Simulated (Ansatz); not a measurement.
# SiPHO (singlet): the correlation ladder at a displaced geometry (v1), cc-pVDZ

How much of the correlation energy of SiPHO (singlet) does each wave-function method recover here?

Program: Ansatz 0.2.0, Gaussian basis. Level of theory: cc-pVDZ, core rule «outside noble gas», up to 11 orbitals frozen. These are calculated values, not measurements.

To be run: UHF; CCSD(T) on RHF; CCSD(T) on UHF; BCCD(T) on RHF; CISD; CCSDT(Q) on RHF.

13 further runs of the same task are left out: 5 that didn't finish, 8 set aside as unsound or not needed.

## (1) The system

The geometry is a PBE0/def2-TZVP stationary point (not a proven minimum) with its atoms shifted at random (size 0.040 Å).

4 atoms, charge 0, spin multiplicity 1.

Atoms are counted from 1 here; the program's logs count them from 0.

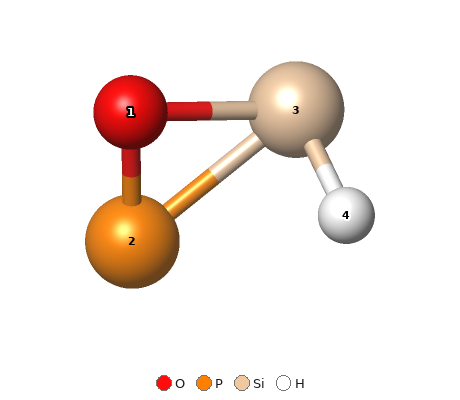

The structure; oxygen red, phosphorus orange, silicon light orange, hydrogen white; atoms are numbered from 1 in the order of the file.

In the tables R marks a restricted determinant and U an unrestricted one; energies count from the table's Hartree-Fock row.

## (2) UHF

The input, in.yaml:

```yaml
crystal:
  periodic: [false, false, false]
  atoms:
    - {symbol: O, position_ang: [0.064004, 1.032225, 0.357897]}
    - {symbol: P, position_ang: [-0.030630, -0.422387, 0.961215]}
    - {symbol: Si, position_ang: [-0.049225, -0.097593, -1.227737]}
    - {symbol: H, position_ang: [1.296928, -0.685669, -1.008942]}
basis:
  gaussian: {orbitals: cc-pVDZ}
magnetization: {spin_polarized: true, initial_magnetization: 0}
hamiltonian: {xc: hf}
output: {orbitals: {seedname: orbitals}}
```

Command:

```
$ ansatz run in.yaml --threads 1 --pin off --events-out ev --progress --plain --max-ram 2393MiB
```

Standard output:

```text
Functional definition: HF
  name "HF"
  cite "Fock, Z. Phys. 61, 126 (1930) doi:10.1007/BF01340294"
  parent pbe
  exchange = exact_x
  correlation = 0
546 factors; integrals over basis functions are off by at most 1.1e-3 eV
mean field evaluation 1: about -19182.2811 eV, gradient 2.3e1 eV
mean field evaluation 2: about -19182.2901 eV, gradient 2.3e1 eV
mean field evaluation 4: about -19184.7474 eV, gradient 2.0e0 eV
mean field evaluation 8: about -19184.8443 eV, gradient 1.4e-1 eV
mean field evaluation 16: about -19184.9197 eV, gradient 1.9e-1 eV
mean field evaluation 32: about -19182.6217 eV, gradient 5.9e0 eV
mean field evaluation 64: about -19183.8906 eV, gradient 5.1e0 eV
mean field evaluation 96: about -19184.3303 eV, gradient 2.7e-1 eV
mean field evaluation 128: about -19184.5053 eV, gradient 5.5e0 eV
mean field evaluation 160: about -19183.1019 eV, gradient 7.6e0 eV
mean field -19184.92108698 eV, -705.0328459401 hartree, gradient 2.7e-5 eV, S^2 0.466984; 5 other end points of the search recorded, 0 dependent functions left out
reference -19184.92108698 eV, -705.0328459401 hartree; 19, 19 occupied and 36, 36 virtual orbitals, 546 factors
Total energy: -19184.92108698 eV, -705.0328459401 hartree
```

It took 2 s on 1 thread of Arm Neoverse V2, shared host.

From the report: ⟨S²⟩ of the determinant 0.467 (pure singlet: 0.00).

The unrestricted solution breaks the spin symmetry, so the restricted determinant is unstable here.

## (3) CCSD(T) on RHF

in.yaml, as its differences from that of step 2:

```diff
@@ -9,4 +9,3 @@
   gaussian: {orbitals: cc-pVDZ}
-magnetization: {spin_polarized: true, initial_magnetization: 0}
-hamiltonian: {xc: hf}
-output: {orbitals: {seedname: orbitals}}
+magnetization: {spin_polarized: false}
+correlation: {method: ccsd_t, electrons: outside_noble_gas}
```

Same command.

Standard output, cut to the lines that bear on the results:

```text
Functional definition: HF
  name "HF"
  cite "Fock, Z. Phys. 61, 126 (1930) doi:10.1007/BF01340294"
  parent pbe
[...]
546 factors; integrals over basis functions are off by at most 1.1e-3 eV
[...]
mean field -19184.84522619 eV, -705.0300581074 hartree, gradient 4.8e-6 eV, S^2 0.000000; 2 other end points of the search recorded, 0 dependent functions left out; unrestricted orbitals would lower it
[...]
11 core orbitals not correlated: weight in the atoms' cores, before any rotation towards them, 1.000 or more for the frozen orbitals, at most 0.000 for the correlated occupied ones
reference -19184.84522619 eV, -705.0300581074 hartree; 8, 8 occupied and 36, 36 virtual orbitals, 546 factors
second order -10.51190489 eV of doubles, -0.00000000 eV of singles
cycle   1  -10.60664989 eV  change   -9.5e-2 eV  update   1.4e-1
[...]
cycle  16  -11.25363093 eV  change    1.1e-6 eV  update   7.0e-6
perturbative correction -0.48949457 eV, -0.0179885938 hartree
Total energy: -19196.58835170 eV, -705.4616100101 hartree
```

It took 1.3 s on 1 thread of Arm Neoverse V2, shared host.

From the report: correlation -11.7431 eV; T1 0.031; largest double amplitude 0.08.

## (4) CCSD(T) on UHF

in.yaml, as its differences from that of step 3:

```diff
@@ -9,3 +9,3 @@
   gaussian: {orbitals: cc-pVDZ}
-magnetization: {spin_polarized: false}
+magnetization: {spin_polarized: true, initial_magnetization: 0}
 correlation: {method: ccsd_t, electrons: outside_noble_gas}
```

Same command.

Standard output, cut to the lines that bear on the results:

```text
Functional definition: HF
  name "HF"
  cite "Fock, Z. Phys. 61, 126 (1930) doi:10.1007/BF01340294"
  parent pbe
[...]
546 factors; integrals over basis functions are off by at most 1.1e-3 eV
[...]
mean field -19184.92108698 eV, -705.0328459401 hartree, gradient 2.1e-6 eV, S^2 0.466986; 12 other end points of the search recorded, 0 dependent functions left out
determinant -19184.92108698 eV, -705.0328459401 hartree, with singles and doubles -19195.99220570 eV, -705.4397020486 hartree
determinant -19184.35073166 eV, -705.0118857686 hartree, with singles and doubles -19194.92876507 eV, -705.4006213261 hartree
determinant -19184.84522619 eV, -705.0300581074 hartree, with singles and doubles -19196.09750244 eV, -705.4435716324 hartree
11 core orbitals not correlated: weight in the atoms' cores, before any rotation towards them, 1.000 or more for the frozen orbitals, at most 0.000 for the correlated occupied ones
reference -19184.92108698 eV, -705.0328459401 hartree; 8, 8 occupied and 36, 36 virtual orbitals, 546 factors
second order -10.18825030 eV of doubles, -0.00000000 eV of singles
cycle   1  -11.07879719 eV  change   -7.7e-3 eV  update   1.6e-2
[...]
cycle  14  -11.15693619 eV  change    9.5e-6 eV  update   1.5e-5
perturbative correction -0.49696194 eV, -0.0182630145 hartree
Total energy: -19196.57498511 eV, -705.4611187970 hartree
```

Run time: 9 s. Hardware: 1 thread of Arm Neoverse V2, shared host.

From the report: ⟨S²⟩ of the determinant 0.467 (pure singlet: 0.00); correlation -11.6539 eV; T1 0.080; largest double amplitude 0.07.

## (5) BCCD(T) on RHF

in.yaml, as its differences from that of step 4:

```diff
@@ -9,3 +9,3 @@
   gaussian: {orbitals: cc-pVDZ}
-magnetization: {spin_polarized: true, initial_magnetization: 0}
-correlation: {method: ccsd_t, electrons: outside_noble_gas}
+magnetization: {spin_polarized: false}
+correlation: {method: bccd_t, electrons: outside_noble_gas}
```

Launched as before.

Standard output, cut to the lines that bear on the results:

```text
Functional definition: HF
  name "HF"
  cite "Fock, Z. Phys. 61, 126 (1930) doi:10.1007/BF01340294"
  parent pbe
[...]
546 factors; integrals over basis functions are off by at most 1.1e-3 eV
[...]
mean field -19184.84522619 eV, -705.0300581074 hartree, gradient 4.8e-6 eV, S^2 0.000000; 2 other end points of the search recorded, 0 dependent functions left out; unrestricted orbitals would lower it
[...]
11 core orbitals not correlated: weight in the atoms' cores, before any rotation towards them, 1.000 or more for the frozen orbitals, at most 0.000 for the correlated occupied ones
reference -19184.84522619 eV, -705.0300581074 hartree; 8, 8 occupied and 36, 36 virtual orbitals, 546 factors
second order -10.51190489 eV of doubles, -0.00000000 eV of singles
cycle   1  -10.59799046 eV  change   -8.6e-2 eV  update   1.4e-1
[...]
cycle  15  -11.19335090 eV  change    1.8e-5 eV  update   2.0e-5
perturbative correction -0.55872510 eV, -0.0205327688 hartree
Total energy: -19196.59730220 eV, -705.4619389347 hartree
```

It took 1.6 s on 1 thread of Arm Neoverse V2, shared host.

From the report: correlation -11.7521 eV; largest double amplitude 0.08.

## (6) CISD

in.yaml, as its differences from that of step 5:

```diff
@@ -9,3 +9,2 @@
   gaussian: {orbitals: cc-pVDZ}
-magnetization: {spin_polarized: false}
-correlation: {method: bccd_t, electrons: outside_noble_gas}
+correlation: {active_space: {ras: {orbitals: [8, 0, 36], electrons: 16, max_holes: 2, max_particles: 2}, fixed_orbitals: true}}
```

The command is unchanged.

Standard output:

```text
Functional definition: HF
  name "HF"
  cite "Fock, Z. Phys. 61, 126 (1930) doi:10.1007/BF01340294"
  parent pbe
  exchange = exact_x
  correlation = 0
546 factors; integrals over basis functions are off by at most 1.1e-3 eV
mean field evaluation 1: about -19182.2811 eV, gradient 3.2e1 eV
mean field evaluation 2: about -19182.2901 eV, gradient 3.2e1 eV
mean field evaluation 4: about -19184.7474 eV, gradient 2.9e0 eV
mean field evaluation 8: about -19184.8443 eV, gradient 2.0e-1 eV
mean field evaluation 16: about -19183.7219 eV, gradient 1.4e1 eV
mean field -19184.84522619 eV, -705.0300581074 hartree, gradient 4.8e-6 eV, S^2 0.000000; 2 other end points of the search recorded, 0 dependent functions left out
reference -19184.84522619 eV, -705.0300581074 hartree; 19, 19 occupied and 36, 36 virtual orbitals, 546 factors
state -19194.68130863 eV, -705.3915274698 hartree
Total energy: -19194.68130863 eV, -705.3915274698 hartree
```

Wall time 2.3 s (1 thread of Arm Neoverse V2, shared host).

From the report: 118,801 determinants.

## (7) CCSDT(Q) on RHF

in.yaml, as its differences from that of step 6:

```diff
@@ -9,2 +9,3 @@
   gaussian: {orbitals: cc-pVDZ}
-correlation: {active_space: {ras: {orbitals: [8, 0, 36], electrons: 16, max_holes: 2, max_particles: 2}, fixed_orbitals: true}}
+magnetization: {spin_polarized: false}
+correlation: {method: ccsdt_q, electrons: outside_noble_gas}
```

The command is unchanged.

Standard output, cut to the lines that bear on the results:

```text
Functional definition: HF
  name "HF"
  cite "Fock, Z. Phys. 61, 126 (1930) doi:10.1007/BF01340294"
  parent pbe
[...]
1060 factors; integrals over basis functions are off by at most 1.5e-7 eV
[...]
mean field -19184.84537186 eV, -705.0300634605 hartree, gradient 4.9e-6 eV, S^2 0.000000; 2 other end points of the search recorded, 0 dependent functions left out; unrestricted orbitals would lower it
[...]
11 core orbitals not correlated: weight in the atoms' cores, before any rotation towards them, 1.000 or more for the frozen orbitals, at most 0.000 for the correlated occupied ones
reference -19184.84537186 eV, -705.0300634605 hartree; 8, 8 occupied and 36, 36 virtual orbitals, 1060 factors
second order -10.51197605 eV of doubles, -0.00000000 eV of singles
cycle   1  -10.60667701 eV  change   -9.5e-2 eV  update   1.6e-1
[...]
cycle  22  -11.77879937 eV  change   -6.0e-7 eV  update   1.3e-6
perturbative correction -0.06134538 eV, -0.0022544013 hartree
Total energy: -19196.68551661 eV, -705.4651807546 hartree
```

Run time: 51 s. Hardware: 1 thread of Arm Neoverse V2, shared host; peak memory 0.51 GiB.

From the report: correlation -11.8401 eV; T1 0.033; largest double amplitude 0.09.

## (8) The ladder

No level here is safe as a reference; RCCSDT(Q) serves as a yardstick only. Rows without a time come out of other runs: HF, MP2 and CCSD of CCSD(T), CCSDT of CCSDT(Q).

Differences are taken before rounding.

```csv
method,energy from the lowest RHF (kcal/mol),from RCCSDT(Q) (kcal/mol),time
RHF,0.00,+273.04,
UHF,-1.75,+271.29,
RMP2,-242.41,+30.63,
UMP2,-236.70,+36.35,
CISD,-226.83,+46.22,2.3 s
RCCSD,-259.51,+13.53,
UCCSD,-259.03,+14.01,
RCCSD(T),-270.80,+2.24,1.3 s
UCCSD(T),-270.49,+2.55,9 s
BCCD(T),-271.01,+2.03,1.6 s
RCCSDT,-271.63,+1.41,
RCCSDT(Q),-273.04,0,51 s
```

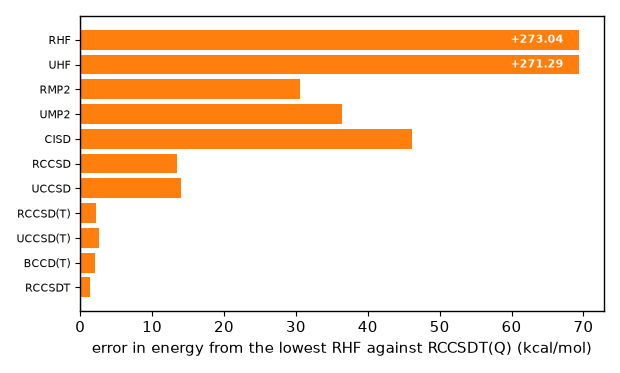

How far each level lands from RCCSDT(Q). Bars with a number in them are cut short.

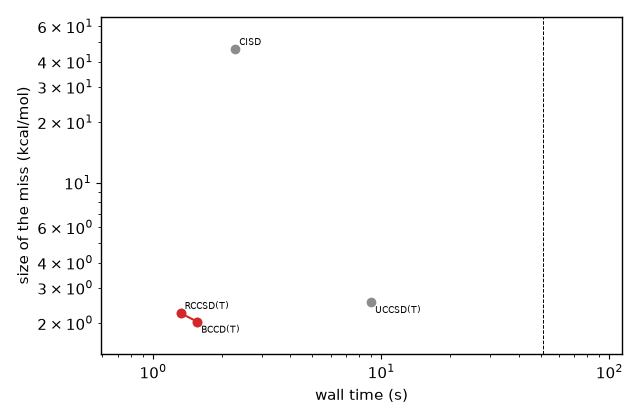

Miss against cost. Red marks the levels that no quicker level drawn beats (of those quicker than the yardstick), and the dashed line is the time of RCCSDT(Q). Times are from a shared host.

## (9) What came out

| quantity | value |
| --- | --- |
| RCCSDT(Q) below the RHF energy | -11.8403 eV |
| RMP2 from RCCSDT(Q) | +30.63 kcal/mol |
| UMP2 from RCCSDT(Q) | +36.35 kcal/mol |
| RCCSD from RCCSDT(Q) | +13.53 kcal/mol |
| RCCSD(T) from RCCSDT(Q) | +2.24 kcal/mol |
| UCCSD(T) from RCCSDT(Q) | +2.55 kcal/mol |
| T1 diagnostic | 0.031 |

In words: RCCSD(T) misses by +2.24 kcal/mol, 0.8 % of the correlation energy. Warnings: restricted reference is unstable; spin contamination; large T1 diagnostic.
